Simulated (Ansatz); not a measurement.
# 2H-NbTe2 monolayer in a perpendicular field, part 3 of 3

Wanted: the out-of-plane response of the 2H-NbTe2 monolayer. A positive field points along +c.

Ansatz 0.2.0; plane-wave DFT, PBE-D3(BJ), Ansatz PAW (set soft_1); PAW set soft_1.

So far. Step 2 (Relaxation): The lattice constant a goes from 3.901 to 3.625 Å. Step 3 (Single point, field 0): The work function of the upper face is 4.98 eV.

### Step 4. Atoms held, field 0.1 V/Å

input.yaml

```yaml
crystal:
  lattice:
    - [3.6254296288, 0.0, 0.0]
    - [-1.8127148144, 3.1397141582, 0.0]
    - [0.0, 0.0, 21.7266490006]
  atoms:
    - { symbol: Te, position: [0.3333333333, 0.6666666667, 0.414237833], spin: 0.01 }
    - { symbol: Nb, position: [0.0, 0.0, 0.5], spin: 0.33 }
    - { symbol: Te, position: [0.3333333333, 0.6666666667, 0.585762167], spin: 0.01 }
magnetization:
  spin_polarized: true
kpoints:
  mp_grid: { grid: [12, 12, 1] }
  band_path:
    path: [[0, 0, 0], [0.5, 0, 0], [0.33333333, 0.33333333, 0], [0, 0, 0]]
    npoints: 16
hamiltonian:
  xc: pbe
  dispersion: d3bj
  pseudopotentials: { kind: paw, azcp: { folder: soft_1 } }
scf:
  occupations: { method: fermi_dirac, width: 0.02585 }
  convergence: { dr2_threshold: 1.0e-10 }
efield:
  axis: 3
  dipole_correction: true
  ramp_position: 0.931
  ramp_width: 0.1381
  amplitude: 0.1
output:
  write_potential: true
  write_density: true
  volumetric_format: npy
```

Run with:

```sh
> ansatz run input.yaml --threads 2 --pin off --max-ram 3072MiB --backend cpu --events-out ev --progress --plain --runs-dir out
```

Numbers of over 12 decimals in the logs are rounded to 6 here.

The log of the run:

```text
[...]
Crystal: 3 atoms, lattice volume = 247.310 Å³
Basis set: ecut = 420 eV, 4777 PW (Γ)
Bands: 28, of which v1, the nominal top of the filled ones, is band 23 counted from 1 (22 counted from 0)
Symmetry: 6 space group operations
k-points: 19 of 144 (time reversal used)
[...]
Starting moments: Σ|m| = 0.35 μB on 3 of 3 sites
[...]
k-point 1 ↑: bands = [... 19 lower, -0.9785, -0.2572, -0.1537, 0.1644, 3.0606, 3.0808, 3.3875, 3.4770, ... 1 higher]
  k-point 2 ↑: bands = [... 19 lower, -0.7676, -0.5988, -0.4026, 0.0691, 2.3915, 2.7567, 3.0046, 3.7307, ... 1 higher]
  k-point 18 ↓: bands = [... 19 lower, -2.3145, -2.2894, -1.1368, 1.0067, 2.3925, 2.7999, 3.5528, 4.8016, ... 1 higher]
[key lines of the parts left out:]
SCF converged after 17 iterations
Magnetization: 0.6990 μB (22.8495 up, 22.1505 down)
Free energy (F): -18514.862450 eV
Fermi energy:    0.292825 eV
Dipole field:    D = 0.029606 V/Å  (p = 0.040463 e·Å, saw-weighted, corrected)
```

The job ended after 25 s (2 threads of Intel Xeon Platinum 8375C at 2.90GHz (Ice Lake), shared host; peak memory 0.77 GiB; 49 s of CPU time).

The dipole is 0.0405 e·Å.

### Step 5. Single point, field -0.1 V/Å

input.yaml: that of step 4 with these lines changed.

```diff
@@ -28,3 +28,3 @@
   ramp_width: 0.1381
-  amplitude: 0.1
+  amplitude: -0.1
 output:
```

The log of the run:

```text
[...]
Crystal: 3 atoms, lattice volume = 247.310 Å³
Basis set: ecut = 420 eV, 4777 PW (Γ)
Bands: 28, of which v1, the nominal top of the filled ones, is band 23 counted from 1 (22 counted from 0)
Symmetry: 6 space group operations
k-points: 19 of 144 (time reversal used)
[...]
Starting moments: Σ|m| = 0.35 μB on 3 of 3 sites
[...]
k-point 1 ↑: bands = [... 19 lower, -0.9784, -0.2571, -0.1535, 0.1645, 3.0607, 3.0809, 3.3876, 3.4772, ... 1 higher]
  k-point 2 ↑: bands = [... 19 lower, -0.7674, -0.5987, -0.4024, 0.0692, 2.3916, 2.7568, 3.0048, 3.7308, ... 1 higher]
  k-point 18 ↓: bands = [... 19 lower, -2.3144, -2.2893, -1.1366, 1.0068, 2.3927, 2.8001, 3.5530, 4.8018, ... 1 higher]
[key lines of the parts left out:]
SCF converged after 17 iterations
Magnetization: 0.6990 μB (22.8495 up, 22.1505 down)
Free energy (F): -18514.862450 eV
Fermi energy:    0.292978 eV
Dipole field:    D = -0.029607 V/Å  (p = -0.040464 e·Å, saw-weighted, corrected)
```

Wall time 25 s (2 threads); peak memory 0.77 GiB; 48 s of CPU time.

The dipole is -0.0405 e·Å.

### Step 6. Response, atoms held

This step: plane-wave DFT, PBE-D3(BJ), Ansatz PAW (set soft_1); response to a field along the normal, atoms held; PAW set soft_1 (Ansatz 0.2.0).

The dipoles give the slope, and the difference of two potentials shows where the field is screened.

This step gave:

| Property | Result |
| --- | --- |
| equivalent conductor thickness p/(ε₀AE) | 6.432 Å |
| distance between the outer atoms | 3.727 Å |

The dipole of the cell by applied field:

```tsv
applied field (V/Å)	dipole of the cell (e·Å)
-0.1000	-0.0405
0.0000	6.1e-8
0.1000	0.0405
```

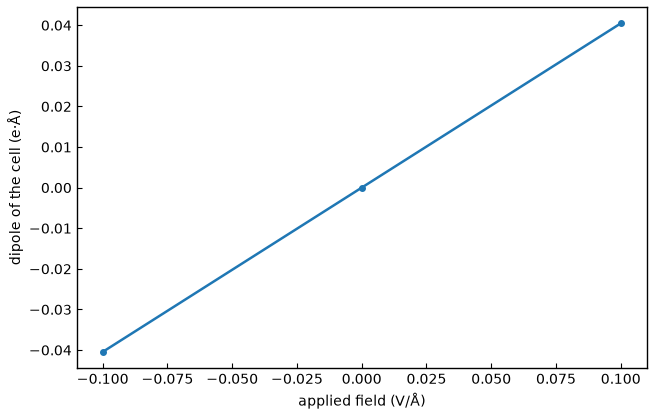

Dipole of the cell, plotted against applied field.

The total moment stays at 0.699 μB for applied field from -0.1 to 0.1 V/Å.

Local field over the applied field, running mean. From the potentials at -0.1 and 0.1 V/Å; running mean over 2.5 Å. The local field over applied field by z:

```tsv
z (Å)	local field over applied field
5	0.991
6	0.937
7	0.717
8	0.373
9	0.0899
10	0.0323
11	0.0206
12	0.0356
13	0.148
14	0.468
15	0.799
16	0.962
17	0.995
```

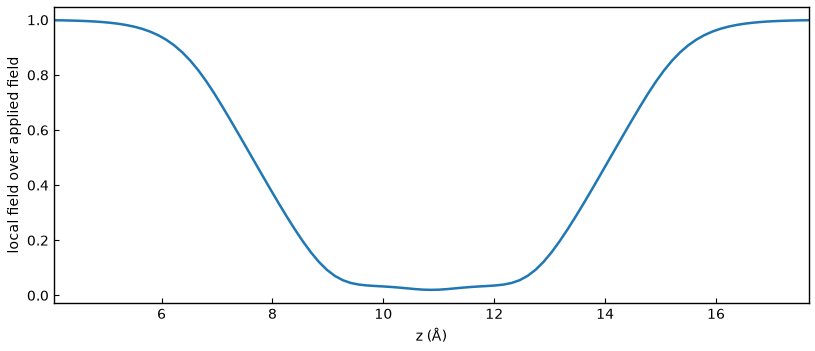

Local field over applied field against z.

Electrons, planar mean, per unit field. Table of induced electron density by z:

```tsv
z (Å)	induced electron density (e/Å³ per V/Å)
5	4.2e-5
6	3.1e-4
7	0.00176
8	0.00311
9	6.6e-4
10	-4.5e-4
11	3.2e-4
12	-4.0e-4
13	-6.7e-4
14	-0.00350
15	-0.00114
16	-1.8e-4
17	-2.3e-5
```

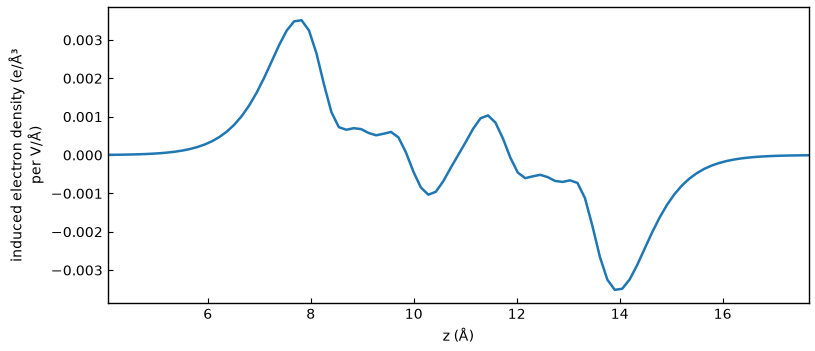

Induced electron density against z.

By hand: between -0.1 and 0.1 V/Å the dipole changes by 0.08093 e·Å, a slope of 0.4046 e·Å²/V. A perfect conductor of thickness t has p = ε₀AEt, so t = 180.95 × 0.4046 / 11.383 = 6.43 Å (e/ε₀ = 180.95 V·Å, A in Å²).

The induced dipole is that of a conductor 6.43 Å thick.

### Step 7. Summary of results

* gap without field: none
* work function, upper face: 4.98 eV
* equivalent conductor thickness, atoms held: 6.43 Å

The induced dipole equals that of a perfect conductor 6.43 Å thick, while the outer atoms lie 3.73 Å apart. There is no gap over 0.03 eV, with or without the field. For an open d or f shell that can be the fault of a semilocal functional without a Hubbard term. The magnetic order is the one reached from the typed start; other orders were not compared. Spin-orbit coupling is left out, which matters for the bands of elements this heavy.

[Logs are printed without paths, hosts, clocks, repeated set-up lines and the standing remarks that a program may print on its own settings, such as how far it seeks lower states.]

[Hosts, paths, dates, database ids (printed as entryN), source tags and the programs' standing remarks are cut or masked in the printed files.]

[Maps of the electrostatic potential energy from Ansatz leave out the sawtooth potential of an applied field or a dipole correction, so their vacuum need not be flat; planar profiles and work functions include it.]
